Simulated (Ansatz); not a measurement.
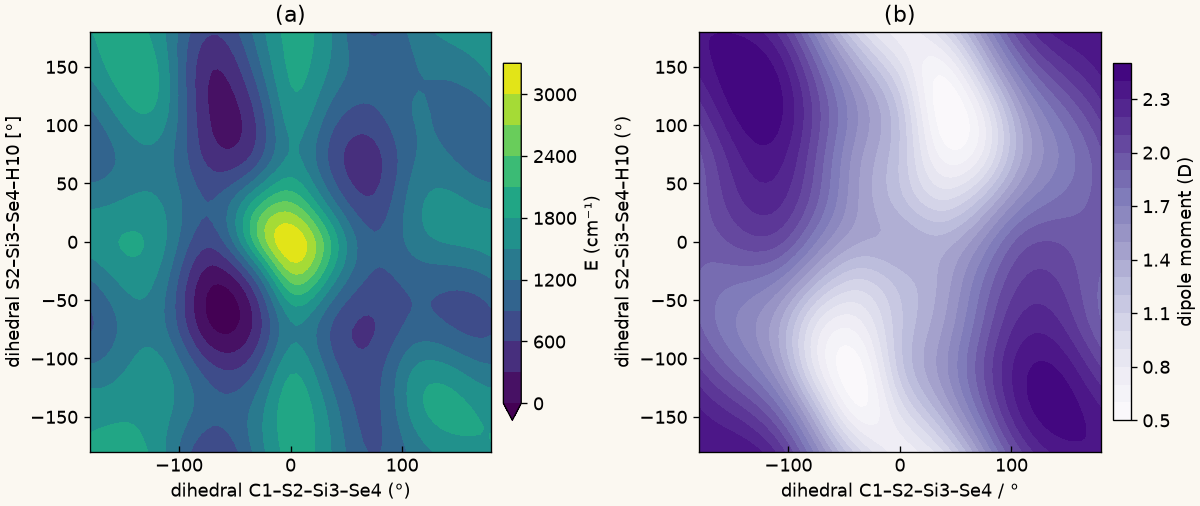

CH6SSeSi, SMILES CS[SiH2][SeH]. The first coordinate is: dihedral C1–S2–Si3–Se4; the second: dihedral S2–Si3–Se4–H10. Nothing is relaxed (all other coordinates rigid). The scan uses a 10 × 10 grid. Points are written as (first, second). Energies are in cm⁻¹, from the lowest grid point. The calculation used RKS PBE0-D4/def2-SVP in Ansatz.

Panel (a) is the energy and panel (b) the computed dipole moment on the same grid.

The picture shows filled contours. Between grid points the surface is interpolated.

How does the dipole moment vary over the map, and what is it at the lowest grid point?

Leaving out the highest fifth of the energies, it runs from 0.55 D at (36°, 108°) to 2.42 D at (−108°, 108°). At the lowest grid point, (−72°, −72°), it is 0.84 D.
